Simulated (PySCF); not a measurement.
**C2H2Cl2Si (SMILES C#C[SiH](Cl)Cl) at 6 levels**

We compute a comparison of 6 runs (HF/3-21G, B3LYP/3-21G, B3LYP/6-31G*, B3LYP/6-31G**, PBE0/def2-SVP, PBE0/def2-SVPD) of C2H2Cl2Si. 

Program for the calculation: PySCF 2.14.0.

### 1 The system as given

C2H2Cl2Si: 7 atoms, total charge 0, spin state singlet. SMILES: `C#C[SiH](Cl)Cl`. The shape is that of a PBE0-D4/def2-TZVP optimisation.

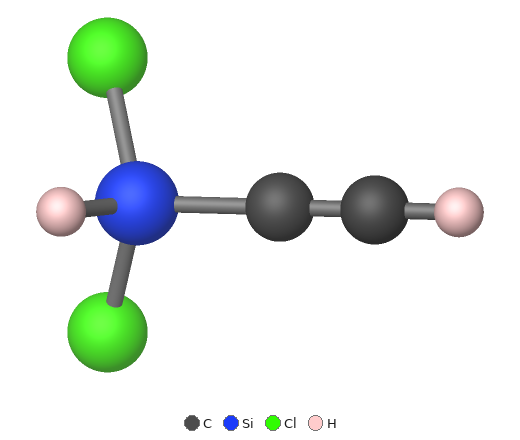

The structure, seen from a chosen angle (carbon dark grey, silicon blue, chlorine green, hydrogen pink).

### 2 Energy and gradient at HF/3-21G (run 1)

run.py

```python
import pyscf.grad
from pyscf import gto

mol = gto.M(
    atom='''
C      0.222100    -0.669300     1.881600
C      0.127700    -0.285200     0.743200
Si     0.012700     0.282700    -0.968900
Cl    -1.510600    -0.698400    -1.899200
Cl    -0.353700     2.286200    -0.986900
H      0.302500    -1.008200     2.889500
H      1.260700     0.024000    -1.705100
''',
    verbose=4,
    basis='3-21g',
    charge=0,
    max_memory=1860,
)

myscf = mol.RHF()
myscf.conv_tol = 1e-10
myscf.kernel()
if not myscf.converged:
    myscf = myscf.newton().run(myscf.mo_coeff, myscf.mo_occ)

energy = myscf.e_tot
print(f'total energy: {energy:.8f} hartree')
grad = myscf.Gradients().kernel()
dip = myscf.dip_moment()
pop, q = myscf.mulliken_pop()
```

On the command line:

```sh
$ OMP_NUM_THREADS=1 python run.py
```

What it wrote:

```text
PySCF version 2.14.0

[... 61 lines left out ...]
converged SCF energy = -1278.49311662599
total energy: -1278.49311663 hartree
[... 13 lines left out ...]
Dipole moment(X, Y, Z, Debye):  2.23171, -1.56888,  2.30475
[... 30 lines left out ...]
pop of  2 Si 4py          0.01273
pop of  2 Si 4pz          0.06466
pop of  3 Cl 1s           1.99859
pop of  3 Cl 2s           1.95893
pop of  3 Cl 3s           1.11183
pop of  3 Cl 4s           0.95051
pop of  3 Cl 2px          1.96718
pop of  3 Cl 2py          1.96909
pop of  3 Cl 2pz          1.96953
pop of  3 Cl 3px          0.97582
pop of  3 Cl 3py          1.02720
pop of  3 Cl 3pz          1.04255
pop of  3 Cl 4px          0.77120
pop of  3 Cl 4py          0.83308
pop of  3 Cl 4pz          0.84192
pop of  4 Cl 1s           1.99859
pop of  4 Cl 2s           1.95893
pop of  4 Cl 3s           1.11183
pop of  4 Cl 4s           0.95051
pop of  4 Cl 2px          1.97056
pop of  4 Cl 2py          1.96436
pop of  4 Cl 2pz          1.97088
pop of  4 Cl 3px          1.07108
pop of  4 Cl 3py          0.89555
pop of  4 Cl 3pz          1.07893
pop of  4 Cl 4px          0.87623
pop of  4 Cl 4py          0.68256
pop of  4 Cl 4pz          0.88742
pop of  5 H 1s            0.45052
pop of  5 H 2s            0.18832
pop of  6 H 1s            0.42932
pop of  6 H 2s            0.71148
 ** Mulliken atomic charges  **
charge of    0C =     -0.38585
charge of    1C =     -0.50181
charge of    2Si =      1.50214
charge of    3Cl =     -0.41742
charge of    4Cl =     -0.41743
charge of    5H =      0.36116
charge of    6H =     -0.14080
```

It took 2.5 s on 1 thread of Intel Xeon at 2.70GHz, shared host; peak memory 0.13 GiB.

### 3 Energy and gradient at B3LYP/3-21G (run 2)

calc.py

```python
import pyscf.grad
from pyscf import gto, dft

mol = gto.Mole()
mol.atom = '''
C        0.222100      -0.669300       1.881600
C        0.127700      -0.285200       0.743200
Si       0.012700       0.282700      -0.968900
Cl      -1.510600      -0.698400      -1.899200
Cl      -0.353700       2.286200      -0.986900
H        0.302500      -1.008200       2.889500
H        1.260700       0.024000      -1.705100
'''
mol.verbose = 4
mol.max_memory = 1860
mol.spin = 0
mol.basis = '3-21g'
mol.build()

calc0 = dft.RKS(mol)
calc0.xc = 'b3lyp'
calc0.grids.level = 5
calc0.conv_tol = 1e-10
calc0.kernel()
if not calc0.converged:
    calc0 = calc0.newton().run(calc0.mo_coeff, calc0.mo_occ)

e_tot = calc0.e_tot
print('E = %.10f Eh' % e_tot)
grad = calc0.Gradients().kernel()
dip = calc0.dip_moment()
pop, q = calc0.mulliken_pop()
```

On the command line:

```sh
$ OMP_NUM_THREADS=1 python calc.py
```

What it wrote:

```text
PySCF version 2.14.0

[... 75 lines left out ...]
converged SCF energy = -1280.96513898318
[... 15 lines left out ...]
Dipole moment(X, Y, Z, Debye):  1.82243, -1.30566,  1.96217
[... 30 lines left out ...]
pop of  2 Si 4py          0.06205
pop of  2 Si 4pz          0.12266
pop of  3 Cl 1s           1.99849
pop of  3 Cl 2s           1.95355
pop of  3 Cl 3s           1.16895
pop of  3 Cl 4s           0.89259
pop of  3 Cl 2px          1.96343
pop of  3 Cl 2py          1.96543
pop of  3 Cl 2pz          1.96593
pop of  3 Cl 3px          0.99619
pop of  3 Cl 3py          1.04573
pop of  3 Cl 3pz          1.06207
pop of  3 Cl 4px          0.71330
pop of  3 Cl 4py          0.78442
pop of  3 Cl 4pz          0.79704
pop of  4 Cl 1s           1.99849
pop of  4 Cl 2s           1.95355
pop of  4 Cl 3s           1.16895
pop of  4 Cl 4s           0.89260
pop of  4 Cl 2px          1.96700
pop of  4 Cl 2py          1.96042
pop of  4 Cl 2pz          1.96737
pop of  4 Cl 3px          1.08993
pop of  4 Cl 3py          0.91595
pop of  4 Cl 3pz          1.09810
pop of  4 Cl 4px          0.83420
pop of  4 Cl 4py          0.61287
pop of  4 Cl 4pz          0.84770
pop of  5 H 1s            0.46184
pop of  5 H 2s            0.26717
pop of  6 H 1s            0.44122
pop of  6 H 2s            0.63366
 ** Mulliken atomic charges  **
charge of    0C =     -0.33037
charge of    1C =     -0.32095
charge of    2Si =      1.06943
charge of    3Cl =     -0.30711
charge of    4Cl =     -0.30712
charge of    5H =      0.27099
charge of    6H =     -0.07487
```

Run time: 24 s. Hardware: 1 thread of Intel Xeon at 2.70GHz, shared host; peak memory 0.61 GiB.

Runs 3 to 5 aren't shown in full; the table further down has their settings and results.

### 4 Energy and forces at PBE0/def2-SVPD (run 6)

calc.py

```python
from pyscf import gto, dft

system = gto.M(
    atom=[
    ('C', (0.222100, -0.669300, 1.881600)),
    ('C', (0.127700, -0.285200, 0.743200)),
    ('Si', (0.012700, 0.282700, -0.968900)),
    ('Cl', (-1.510600, -0.698400, -1.899200)),
    ('Cl', (-0.353700, 2.286200, -0.986900)),
    ('H', (0.302500, -1.008200, 2.889500)),
    ('H', (1.260700, 0.024000, -1.705100)),
],
    verbose=4,
    basis='def2-svpd',
    max_memory=1860,
)

myscf = dft.RKS(system)
myscf.xc = 'pbe0'
myscf.grids.level = 5
myscf.conv_tol = 1e-10
myscf.kernel()
if not myscf.converged:
    myscf = myscf.newton().run(myscf.mo_coeff, myscf.mo_occ)

e_tot = myscf.e_tot
print('E = %.10f Eh' % e_tot)
grad = myscf.nuc_grad_method().kernel()
myscf.analyze()
```

On the command line:

```sh
$ OMP_NUM_THREADS=1 python calc.py
```

What it wrote:

```text
PySCF version 2.14.0

[... 100 lines left out ...]
MO #2   energy= -101.703315165149  occ= 2
[... 11 lines left out ...]
MO #14  energy= -5.42336116679602  occ= 2
[... 11 lines left out ...]
MO #26  energy= -0.370993343547873 occ= 2
[... 11 lines left out ...]
MO #38  energy= 0.0561748321154334 occ= 0
[... 11 lines left out ...]
MO #50  energy= 0.164821865106848  occ= 0
[... 11 lines left out ...]
MO #62  energy= 0.302353204361331  occ= 0
[... 11 lines left out ...]
MO #74  energy= 0.415149286056895  occ= 0
[... 11 lines left out ...]
MO #86  energy= 0.666797110694819  occ= 0
[... 11 lines left out ...]
MO #98  energy= 0.988009312066917  occ= 0
[... 11 lines left out ...]
MO #110 energy= 1.17556733583482   occ= 0
[... 11 lines left out ...]
MO #122 energy= 1.70889160161448   occ= 0
[... 11 lines left out ...]
MO #134 energy= 3.75177644439083   occ= 0
[... 105 lines left out ...]
pop of  4 Cl 4py          0.00209
pop of  4 Cl 4pz          0.00202
pop of  4 Cl 5px          0.00079
pop of  4 Cl 5py          0.00070
pop of  4 Cl 5pz          0.00077
pop of  4 Cl 3dxy         0.00458
pop of  4 Cl 3dyz         0.00382
pop of  4 Cl 3dz^2        0.00332
pop of  4 Cl 3dxz         0.00036
pop of  4 Cl 3dx2-y2      0.00885
pop of  4 Cl 4dxy         0.00097
pop of  4 Cl 4dyz         0.00106
pop of  4 Cl 4dz^2        0.00053
pop of  4 Cl 4dxz         0.00027
pop of  4 Cl 4dx2-y2      0.00100
pop of  5 H 1s            0.81452
pop of  5 H 2s            0.01046
pop of  5 H 2px           0.00038
pop of  5 H 2py           0.00053
pop of  5 H 2pz           0.00201
pop of  5 H 3px           0.00007
pop of  5 H 3py           0.00014
pop of  5 H 3pz           0.00079
pop of  6 H 1s            1.07697
pop of  6 H 2s            0.00633
pop of  6 H 2px           0.00303
pop of  6 H 2py           0.00121
pop of  6 H 2pz           0.00194
pop of  6 H 3px           0.00121
pop of  6 H 3py           0.00123
pop of  6 H 3pz           0.00121
 ** Mulliken atomic charges  **
charge of    0C =     -0.09582
charge of    1C =     -0.30272
charge of    2Si =      0.85719
charge of    3Cl =     -0.26831
charge of    4Cl =     -0.26832
charge of    5H =      0.17110
charge of    6H =     -0.09313
Dipole moment(X, Y, Z, Debye):  1.03104, -0.84244,  1.44984
```

It took 59 s on 1 thread of Intel Xeon at 2.70GHz, shared host; peak memory 1.5 GiB.

### 5 The series

| run | level | integration grid | energy (Eh) | dipole moment (D) | HOMO energy (eV) | LUMO energy (eV) | wall time |
| --- | --- | --- | --- | --- | --- | --- | --- |
| 1 | HF/3-21G | – | -1278.493117 | 3.57 | -11.96 | 2.61 | 2.5 s |
| 2 | B3LYP/3-21G | 5 | -1280.965139 | 2.98 | -8.70 | -1.02 | 24 s |
| 3 | B3LYP/6-31G* (spherical functions) | 5 | -1287.326971 | 2.29 | -8.34 | -0.83 | 35 s |
| 4 | B3LYP/6-31G** (spherical functions) | 5 | -1287.329963 | 2.28 | -8.34 | -0.85 | 40 s |
| 5 | PBE0/def2-SVP | 5 | -1286.386229 | 1.89 | -8.73 | -0.68 | 33 s |
| 6 | PBE0/def2-SVPD | 5 | -1286.404834 | 1.97 | -8.88 | -0.97 | 59 s |

### 6 Summary of results

```
                       quantity           value
            run 6: total energy  -1286.40483 Eh
           run 6: dipole moment          1.97 D
             run 6: HOMO energy        -8.88 eV
             run 6: LUMO energy        -0.97 eV
           run 6: HOMO–LUMO gap         7.91 eV
run 6: largest force on an atom      0.898 eV/Å
```

What this shows: The dipole moment (its size) runs from 1.89 D (PBE0/def2-SVP) to 3.57 D (HF/3-21G). The two ends differ in method and basis. The HOMO–LUMO gap runs from 7.49 eV (B3LYP/6-31G**) to 14.57 eV (HF/3-21G). Totals of different functionals can't be ranked against each other. All runs together took 3.2 min, the longest 59 s.
